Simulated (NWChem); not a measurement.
# triplet GeF2 at 3 levels

We compute a comparison of 3 runs (U-wB97X/def2-TZVPP, UB2PLYP/def2-TZVPP, UCAM-B3LYP/def2-TZVPP) of triplet GeF2. 

The calculation is run with NWChem 7.3.0.

### 1 The structure to begin with

GeF2 has 3 atoms, charge 0, and is taken as a triplet. SMILES of the parent species: `[F][Ge][F]`. The shape is that of a PBE0-D4/def2-TZVP optimisation. That shape belongs to the parent species and isn't relaxed for this state.

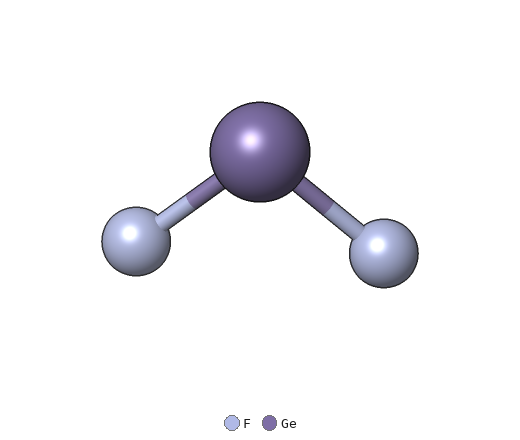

The structure, seen from a chosen angle (fluorine light blue, germanium purple).

### 2 The energy at U-wB97X/def2-TZVPP (run 1)

run.py

```python
from ase import Atoms
from ase.calculators.nwchem import NWChem

atoms = Atoms(['F', 'Ge', 'F'], positions=[
    [-0.675900, -1.101800, -0.497500],
    [0.637500, -0.295200, 0.320200],
    [0.027600, 1.332100, 0.164100],
])

calc = NWChem(
    label='mol',
    theory='dft',
    memory='2200 mb',
    basis='def2-TZVPP',
    basispar='spherical bse',
    dft={'xc': 'wb97x', 'mult': '3', 'grid': 'fine', 'convergence': 'energy 1e-08', 'iterations': '100', 'mulliken': None},
    task='energy',
)
atoms.calc = calc

e = atoms.get_potential_energy()
print(f"E = {e:.6f} eV")
```

On the command line:

```
$ export ASE_NWCHEM_COMMAND="nwchem PREFIX.nwi > PREFIX.nwo"
$ python run.py
```

Standard output:

```text
E = -61952.545968 eV
```

The calculator wrote mol.nwi:

```
title "mol"

permanent_dir mol

scratch_dir mol

start mol

geometry units angstrom nocenter noautosym noautoz
  F  -6.7589999999999995e-01 -1.1017999999999999e+00 -4.9750000000000000e-01
  Ge 6.3749999999999996e-01 -2.9520000000000002e-01 3.2019999999999998e-01
  F  2.7600000000000000e-02 1.3321000000000001e+00 1.6410000000000000e-01
end

memory 2200 mb

basis spherical bse noprint
   * library def2-TZVPP
end

dft
  xc wb97x
  mult 3
  grid fine
  convergence energy 1e-08
  iterations 100
  mulliken
end

task dft energy
```

mol.nwo:

```text
Northwest Computational Chemistry Package (NWChem) 7.3.0
             --------------------------------------------------------

           Job information
           ---------------

    nwchem branch   = 7.3.0
    use scalapack   = T
    input           = mol.nwi
    prefix          = mol.
    data base       = mol/mol.db
    status          = startup
    nproc           =        1

           Memory information
           ------------------

    heap     =     72089596 doubles =      550.0 Mbytes
    stack    =     72089601 doubles =      550.0 Mbytes
    global   =    144179200 doubles =     1100.0 Mbytes (distinct from heap & stack)
    total    =    288358397 doubles =     2200.0 Mbytes
    verify   = yes
    hardfail = no

           Directory information
           ---------------------

  0 permanent = mol
  0 scratch   = mol

                                NWChem Input Module
                                -------------------

                                        mol
                                        ---

[... 22 lines left out ...]
            Nuclear Dipole moment (a.u.)
[... 51 lines left out ...]
  convergence criterion.
[... 17 lines left out ...]
          Convergence on density requested:  1.00D-05
[... 27 lines left out ...]
          Spatial weights used:  Erf1
[... 3 lines left out ...]
          Convergence aids based upon iterative change in
[... 78 lines left out ...]
         Total DFT energy =    -2276.714089936841
[... 1 line left out ...]
           Coulomb energy =     1185.611319159439
[... 1 line left out ...]
 Nuclear repulsion energy =      191.062731442584
[... 797 lines left out ...]
                     DFT Final Beta Molecular Orbital Analysis
[... 871 lines left out ...]
   alpha    101    102    103    104    105    106    107    108    109    110
    beta    101    102    103    104    105    106    107    108    109    110
 overlap   1.000  0.999  1.000  0.999  1.000  1.000  1.000  1.000  1.000  1.000

     --------------------------
     Expectation value of S2:
     --------------------------
      <S2> =      2.0050 (Exact =     2.0000)

 center of mass
 --------------
 x =   0.58773573 y =  -0.29457938 z =   0.29271044

 moments of inertia (a.u.)
 ------------------
         252.137327825260         -22.717277653684         -57.752150323804
         -22.717277653684         135.763563538117         -36.717483521865
         -57.752150323804         -36.717483521865         315.710647062126

     Multipole analysis of the density
     ---------------------------------

     L   x y z        total         alpha         beta         nuclear
     -   - - -        -----         -----         ----         -------
     0   0 0 0     -0.000000    -26.000000    -24.000000     50.000000

     1   1 0 0      0.834658    -14.728568    -11.961200     27.524426
[... 8 lines of this table left out ...]
     2   0 0 2    -19.960860    -23.766893    -16.730489     20.536522

 Task  times  cpu:      109.0s     wall:      109.0s
 Total times  cpu:      109.1s     wall:      109.1s
```

Wall time 1.8 min (1 thread of Intel Xeon Platinum 8488C (Sapphire Rapids), shared host); peak memory 0.12 GiB.

### 3 The energy at UB2PLYP/def2-TZVPP (run 2)

job.nw

```
start job
title "F2Ge B2PLYP"
memory stack 880 mb heap 220 mb global 1100 mb
geometry noautosym nocenter noautoz
   F     -0.675900    -1.101800    -0.497500
   Ge     0.637500    -0.295200     0.320200
   F      0.027600     1.332100     0.164100
end
basis spherical bse
   * library def2-TZVPP
end
dft
   xc hfexch 0.53 becke88 0.47 lyp 0.73 mp2 0.27
   dftmp2 semidirect
   mult 3
   grid fine
   convergence energy 1e-08
   maxiter 100
   mulliken
end
mp2
   freeze core 11
end
task dft energy
```

On the command line:

```
$ nwchem job.nw > job.out
```

Standard output:

```text
[...]
          Wavefunction type:  spin polarized.
          No. of atoms     :     3
          No. of electrons :    50
[...]
          Charge           :     0
          Spin multiplicity:     3
[...]
          AO basis - number of functions:   110
[...]
              XC Information
              --------------
                     Hartree-Fock (Exact) Exchange  0.530
                    Becke 1988 Exchange Functional  0.470
              Lee-Yang-Parr Correlation Functional  0.730
[...]
 d= 0,ls=0.0,diis     1  -2275.9291757448 -2.47D+03  5.62D-03  2.15D-01     3.9
[...]
 d= 0,ls=0.0,diis    11  -2276.0289870939 -2.50D-09  2.15D-07  5.41D-10    32.4
[...]
         Total DFT energy =    -2276.028987093912
      One electron energy =    -3553.821031271832
           Coulomb energy =     1186.126077410434
    Exchange-Corr. energy =      -99.396764675097
 Nuclear repulsion energy =      191.062731442584
[...]
      Total Density - Mulliken Population Analysis
     ---------------------------------------------
    Atom       Charge   Shell Charges
 -----------   ------   -------------------------------------------------------
    1 F    9     9.37   0.77  1.20  0.61  0.99  0.36  2.25  2.16  1.02  0.00  0.01  0.00
    2 Ge  32    31.27   2.00  2.00  1.16  0.80  0.84  0.44  5.98  4.43  1.57  1.10  0.62  8.90  1.09  0.12  0.12  0.08
    3 F    9     9.37   0.77  1.20  0.61  0.99  0.36  2.25  2.16  1.02  0.00  0.01  0.00
[...]
      <S2> =      2.0057 (Exact =     2.0000)
[...]
  Basis functions       =    110
[...]
```

Wall time 44 s (1 thread of Intel Xeon Platinum 8488C (Sapphire Rapids), shared host); peak memory 0.4 GiB.

### 4 The energy at UCAM-B3LYP/def2-TZVPP (run 3)

f2ge.nw

```
start f2ge
title "F2Ge"
memory 2200 mb

geometry noautosym nocenter noautoz
F       -0.675900      -1.101800      -0.497500
Ge       0.637500      -0.295200       0.320200
F        0.027600       1.332100       0.164100
end

basis spherical bse
* library def2-TZVPP
end

dft
xc xcamb88 1.00 lyp 0.81 vwn_5 0.19 hfexch 1.00
cam 0.33 cam_alpha 0.19 cam_beta 0.46
mult 3
grid fine
convergence energy 1e-08
direct
iterations 100
mulliken
print medium
end

task dft
```

On the command line:

```
$ nwchem f2ge.nw > f2ge.out
```

Standard output:

```text
[...]
          Wavefunction type:  spin polarized.
          No. of atoms     :     3
          No. of electrons :    50
[...]
          Charge           :     0
          Spin multiplicity:     3
[...]
          AO basis - number of functions:   110
[...]
              XC Information
              --------------
                     Hartree-Fock (Exact) Exchange  1.000
                   CAM-Becke88 Exchange Functional  1.000
                      VWN V Correlation Functional  0.190 local
              Lee-Yang-Parr Correlation Functional  0.810
[...]
 d= 0,ls=0.0,diis     1  -2276.6801392921 -2.47D+03  6.05D-03  3.25D-01     9.8
[...]
 d= 0,ls=0.0,diis    12  -2276.8038355164 -5.87D-10  8.56D-08  2.87D-10   100.8
[...]
         Total DFT energy =    -2276.803835516352
      One electron energy =    -3553.272227312150
           Coulomb energy =     1185.488534488549
    Exchange-Corr. energy =     -100.082874135335
 Nuclear repulsion energy =      191.062731442584
[...]
      Total Density - Mulliken Population Analysis
     ---------------------------------------------
    Atom       Charge   Shell Charges
 -----------   ------   -------------------------------------------------------
    1 F    9     9.31   0.77  1.20  0.62  0.97  0.37  2.27  2.08  1.03  0.00  0.01  0.00
    2 Ge  32    31.38   2.00  2.00  1.17  0.79  0.89  0.46  5.98  4.44  1.56  1.13  0.64  8.86  1.10  0.15  0.13  0.08
    3 F    9     9.31   0.77  1.20  0.62  0.97  0.37  2.27  2.08  1.03  0.00  0.01  0.00
[...]
      <S2> =      2.0039 (Exact =     2.0000)
[...]
```

It took 1.7 min on 1 thread of Intel Xeon Platinum 8488C (Sapphire Rapids), shared host; peak memory 0.12 GiB.

### 5 The series

```tsv
run	level	frozen core orbitals	energy (Eh)	dipole moment (D)	HOMO energy (eV)	LUMO energy (eV)	wall time
1	U-wB97X/def2-TZVPP	–	-2276.714090	2.54	-7.55	-5.03	1.8 min
2	UB2PLYP/def2-TZVPP	11	-2276.257391	2.97	-6.56	-5.02	44 s
3	UCAM-B3LYP/def2-TZVPP	–	-2276.803836	2.70	-6.69	-5.51	1.7 min
```

### 6 What came out

```
                                 quantity           value
                      run 3: total energy  -2276.80384 Eh
                     run 3: dipole moment          2.70 D
run 3: HOMO energy (highest over α and β)        -6.69 eV
 run 3: LUMO energy (lowest over α and β)        -5.51 eV
                              run 3: ⟨S²⟩           2.004
```

The dipole moment (its size) runs from 2.54 D (U-wB97X/def2-TZVPP) to 2.97 D (UB2PLYP/def2-TZVPP). A double hybrid's value is that of its SCF part. Totals of different functionals can't be ranked against each other. All runs together took 4.3 min, the longest 1.8 min.
